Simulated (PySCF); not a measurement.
## Electronic structure of C4H4ClP3 (SMILES Cc1pcpc(Cl)p1) in real space

Input file:

```
{"job": {"kind": "nmr", "xc": "PBE0", "basis": "pcSseg-1", "pop": false}, "charge": 0, "multiplicity": 1}
C      1.932700     0.133400     0.039200
C      0.427300    -0.027300     0.235200
P     -0.190300    -1.369500     1.117200
C     -1.931700    -1.100200     1.054400
P     -3.047100    -0.024400     0.393600
C     -2.021600     1.182200    -0.403100
Cl    -2.954800     2.489600    -0.997900
P     -0.346000     1.301700    -0.641500
H      2.497100    -0.603500     0.615700
H      2.361700     1.108900     0.237900
H      2.212800    -0.056200    -1.026200
H     -2.391900    -1.902900     1.648800
```

Launched as:

```sh
OMP_NUM_THREADS=1 python probes_run.py task.json out
```

Geometry: GFN2-xTB, MD frame at 250 fs, 300 K.

These are results of PBE0/pcSseg-1, SCF density, gas phase, non-relativistic in PySCF 2.14.0, not measurements.

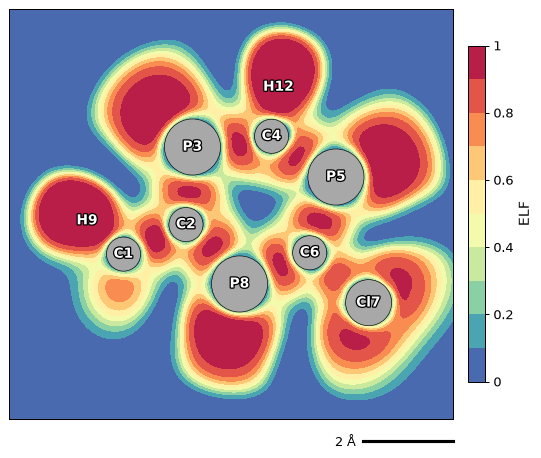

Figure 1. Electron localisation function on the plane of atoms C2, P3 and C4. Grey discs cover the atomic cores.

Question: What does the map show?

Answer: The section cuts through C, P, Cl and H sites. C–C (1.53 Å): the ELF peaks at about 0.95 between the atoms; a covalent bond. C–P (1.68 Å): the ELF peaks at about 0.90 between the atoms; a covalent bond. C–Cl (1.71 Å): the ELF peaks at about 0.90 between the atoms: a covalent bond. C–H (1.09 Å): the ELF climbs to about 1 towards the hydrogen, as it does in any bond to H: a covalent bond by its length. C–P (1.76 Å): the ELF peaks at about 0.95 between the atoms (localised, covalent bonding). The ELF also peaks beside Cl7, P8, P5 and P3, away from the bonds: lone-pair regions.

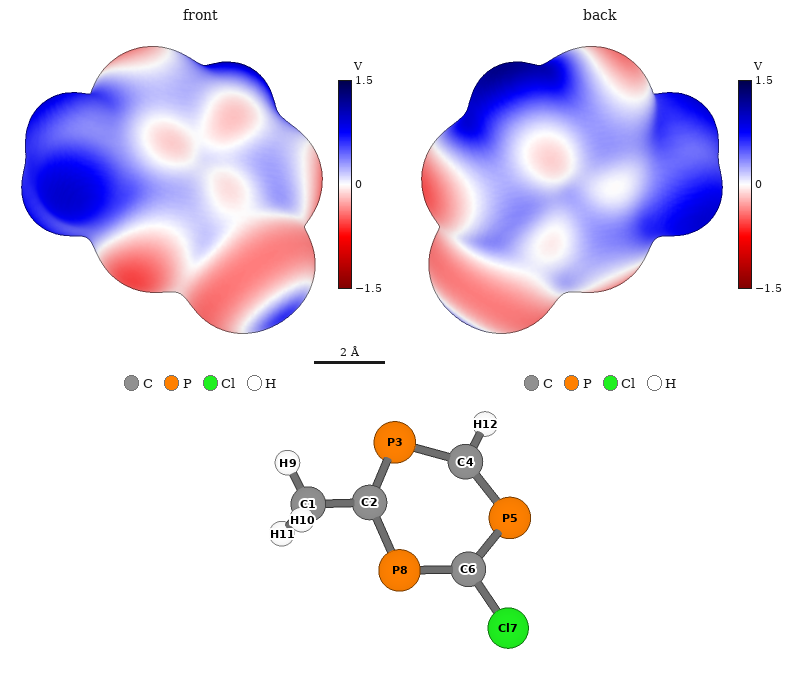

Figure 2. The molecular electrostatic potential painted on the density surface at 0.002 e/bohr³, seen from the front and from behind; the colour scale runs from red (negative) to blue (positive). The bare structure is drawn below in the same view.

Question: Describe the electrostatic potential map.

Answer: The most negative region (about −0.5 V) lies over P5 and P8, the most positive (about +1.2 V) over H12. Cl7 shows a σ-hole: about +0.6 V at the tip opposite its bond, against about −0.3 V on its flanks.

Question: How polar is the molecule by this calculation?

Answer: Its dipole moment is 1.80 D.
